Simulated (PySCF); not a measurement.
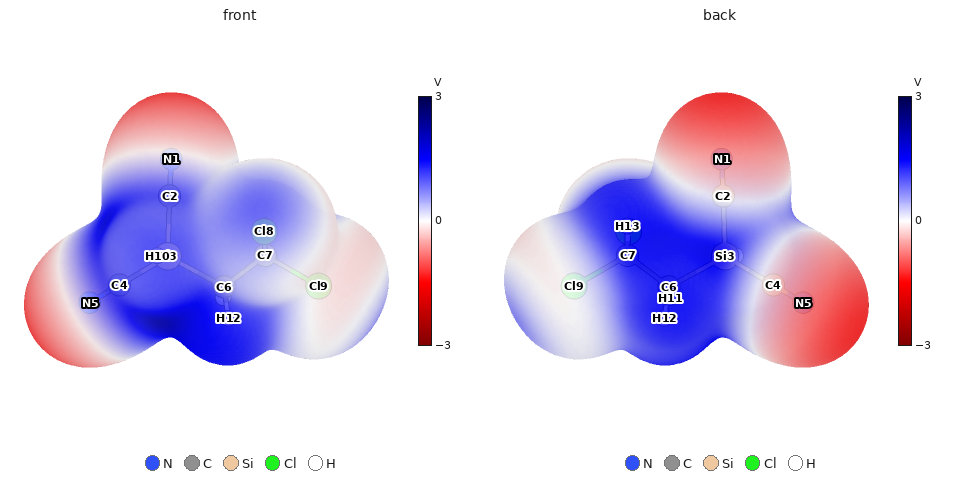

C4H4Cl2N2Si. The electrostatic potential painted on the density surface at 0.001 e/bohr³, seen from the front and from behind; the colour scale runs from red (negative) to blue (positive).

Geometry: GFN2-xTB.

All numbers below come from PySCF 2.14.0, CAM-B3LYP/def2-SVPD, SCF density, gas phase.

```xyz
13

N     1.2719    2.6790    0.8739
C     1.1021    1.7451    0.2344
Si    0.7983    0.2159   -0.7969
C     2.4262   -0.7040   -0.7331
N     3.4234   -1.2652   -0.7091
C    -0.4812   -0.8611    0.1280
C    -1.6154   -0.0155    0.6499
Cl   -2.2527    1.0208   -0.6543
Cl   -2.9388   -1.0262    1.2918
H     0.4742    0.5692   -2.1731
H    -0.0291   -1.3939    0.9671
H    -0.8790   -1.6167   -0.5514
H    -1.3044    0.6530    1.4551
```

Q: Where is the surface potential most negative and most positive?

A: The most negative region (about −1.2 V) lies over N1 and N5, the most positive (about +2.0 V) over Si3. Cl8 shows a σ-hole: about +0.8 V at the tip opposite its bond, against about +0.1 V on its flanks. Cl9 shows a σ-hole: about +0.7 V at the tip opposite its bond, against about 0.0 V on its flanks.
